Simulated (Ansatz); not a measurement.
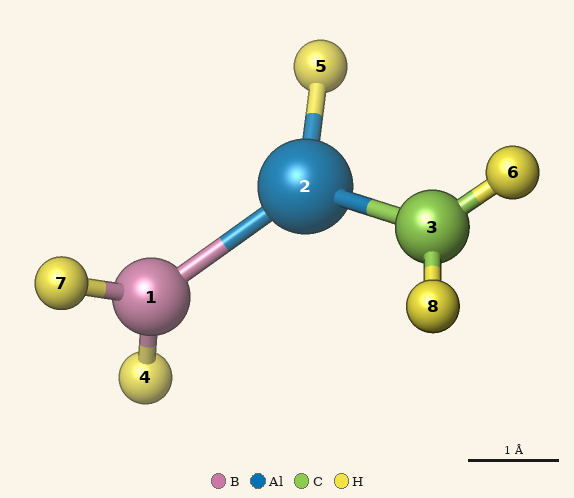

Orthographic view. Depth is shown by fading: the farther an atom, the more it takes the colour of the background. Charge 0, doublet. The computed structure is the end point of a PBE0-D4/def2-TZVP optimisation. No frequency run is at hand to confirm it as a minimum.

List the bonded neighbours of every atom.

B1: Al2, H4, H7
Al2: B1, C3, H5
C3: Al2, H6, H8
H4: B1
H5: Al2
H6: C3
H7: B1
H8: C3
